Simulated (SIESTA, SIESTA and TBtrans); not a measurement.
Junction: Pt chain bridged by a linear C2 unit along the axis. Leads: straight Pt chain, spacing 2.4 Å. Geometry: 4 atoms about the centre moved by SIESTA (PBE, DZP) to a largest force of 0.04 eV/Å, all others as built, motion along the axis alone.

Method: SIESTA and TBtrans, PBE, DZP numerical orbitals (energy shift 0.15 eV), PseudoDojo norm-conserving scalar-relativistic potentials, mesh cutoff 200 Ry, 300 K, spin-polarised (collinear), no spin-orbit coupling; Hamiltonian of a periodic supercell, shifted onto the leads' potential, zero bias.

Energies count from the leads' Fermi level. Transmissions are for each spin. The energy step is 0.01 eV; narrower resonances are cut or missed.

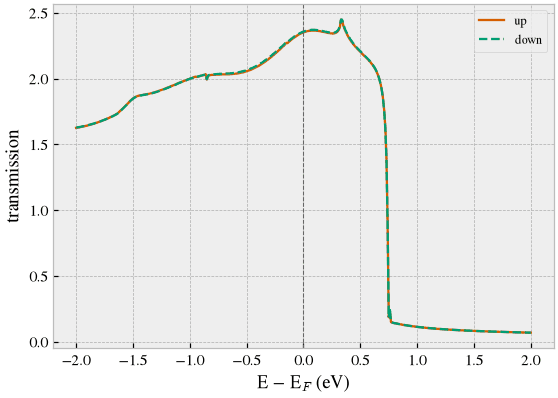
*Transmission against energy*

| E (eV) | T up | T down | lead channels up | down |
|---|---|---|---|---|
| -2.00 | 1.62 | 1.63 | 3 | 3 |
| -1.80 | 1.67 | 1.67 | 3 | 3 |
| -1.60 | 1.76 | 1.76 | 4 | 4 |
| -1.40 | 1.88 | 1.88 | 4 | 4 |
| -1.20 | 1.93 | 1.93 | 4 | 4 |
| -1.00 | 2.00 | 2.00 | band edge | band edge |
| -0.80 | 2.03 | 2.03 | 6 | 6 |
| -0.60 | 2.04 | 2.04 | 6 | 6 |
| -0.40 | 2.09 | 2.10 | 6 | 6 |
| -0.20 | 2.23 | 2.24 | 4 | 4 |
| 0.00 | 2.35 | 2.36 | 4 | 4 |
| 0.20 | 2.35 | 2.35 | 4 | 4 |
| 0.40 | 2.31 | 2.32 | 3 | 3 |
| 0.60 | 2.11 | 2.12 | 3 | 3 |
| 0.80 | 0.14 | 0.14 | 1 | 1 |
| 1.00 | 0.11 | 0.11 | 1 | 1 |
| 1.20 | 0.096 | 0.096 | 1 | 1 |
| 1.40 | 0.085 | 0.085 | 1 | 1 |
| 1.60 | 0.078 | 0.078 | 1 | 1 |
| 1.80 | 0.072 | 0.072 | 1 | 1 |
| 2.00 | 0.068 | 0.068 | 1 | 1 |

A magnetic start was tried, and the separate lead runs end without a moment. The straight chain is held at its spacing; free chains may zigzag or dimerise. Spin-orbit coupling, left out here, matters for the heavy atoms.
